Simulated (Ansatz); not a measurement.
```xyz
8

Ga   -0.4731    0.9026   -0.0272
N     0.4772   -0.9318    0.0272
Cl   -1.4558    0.7885   -1.9500
Cl   -1.7274    0.7568    1.7281
H     1.4860   -0.7851    0.1013
Cl    1.2489    2.2055    0.1113
H     0.1621   -1.4745    0.8336
H     0.2821   -1.4621   -0.8242
```

All numbers below come from RKS PBE0/def2-SVP in Ansatz 0.2.0.

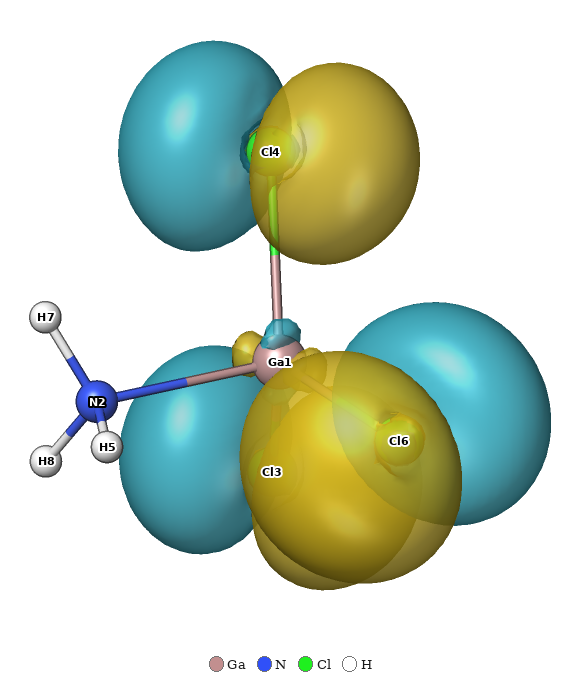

Cl₃GaH₃N. The HOMO−1 at ±0.08 Å⁻³ᐟ² (yellow and cyan are the two phases), seen at a tilt.

What is the character of this orbital?

Its weight (Hirshfeld) is mainly on Cl6 (about 45 %), Cl4 (about 25 %) and Cl3 (about 25 %); largely a combination of lone pairs on Cl6, Cl4 and Cl3. Its energy is −8.64 eV.
